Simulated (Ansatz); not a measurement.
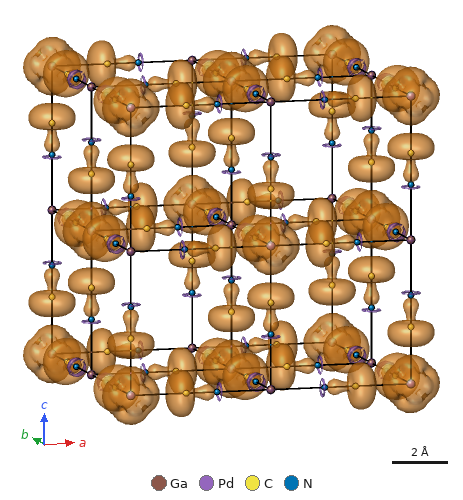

The picture shows: GaPdC$_{6}$N$_{6}$. Isosurfaces of the magnetisation density (up minus down) at +0.015 (orange) and −0.015 e/Å³ (purple), seen slightly off an axis. Sticks mark near contacts.

Space group Fm-3m; a structure generated by program, which may or may not match a known phase; spin-polarised.

Theory: Ansatz 0.2.0, DFT PBE, scalar-relativistic, plane waves, PAW.

Core electrons are frozen (PAW), and the valence fields are smoothed inside the atomic spheres.

### Where is the spin, and how is it ordered?

The spin density sits on Pd: +0.5 μB (×4) in one cell of 56 atoms: parallel main moments, as they must be, since the calculation's own cell holds one magnetic site. The cell of the calculation (14 atoms) carries 1.0 μB of net spin moment.
